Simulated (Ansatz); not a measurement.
```yaml
crystal:
  periodic: [false, false, false]
  atoms:
    - {symbol: C, position_ang: [0.484112, 0.923313, 0.802010]}
    - {symbol: C, position_ang: [-0.057768, -0.256781, 0.495643]}
    - {symbol: B, position_ang: [0.210556, -1.542094, 1.294646]}
    - {symbol: Cl, position_ang: [-0.549721, -3.043043, 0.813425]}
    - {symbol: Cl, position_ang: [1.265530, -1.565213, 2.692582]}
    - {symbol: H, position_ang: [0.693062, 1.212770, 1.827054]}
    - {symbol: H, position_ang: [0.737714, 1.642960, 0.029878]}
    - {symbol: H, position_ang: [-0.723903, -0.318357, -0.361633]}
basis:
  gaussian: {orbitals: def2-TZVPP}
hamiltonian: {xc: {name: B3LYP}, dispersion: d4}
```

Geometry: moved along internal coordinates away from the minimum.

What structure does this define?

Formula C₂H₃BCl₂. Its SMILES string is `C=CB(Cl)Cl`. It has no ring. Among its groups: alkene. Coordination: 2 C trigonal planar; 1 B trigonal planar.

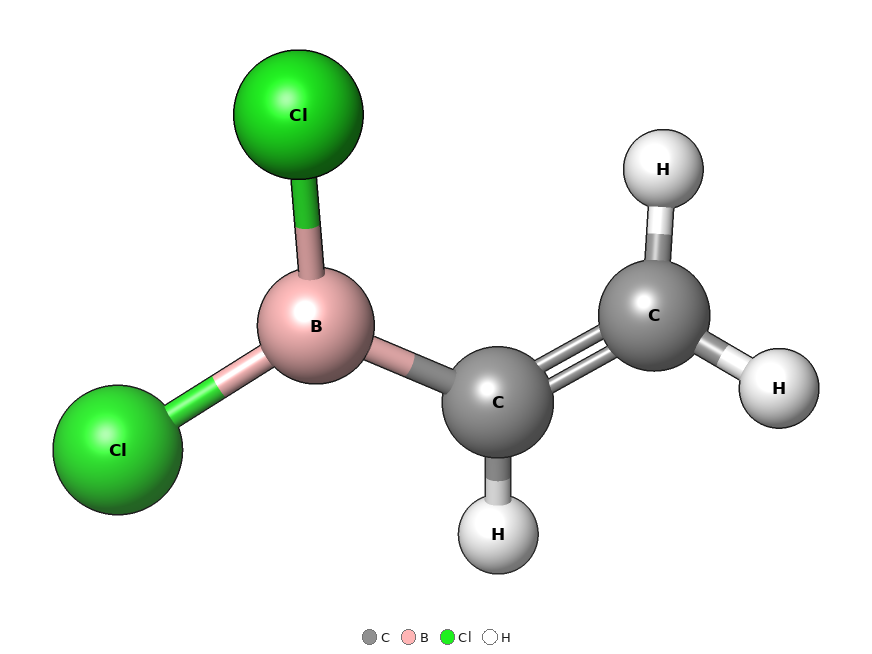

(Drawn from a calculation with Ansatz.)
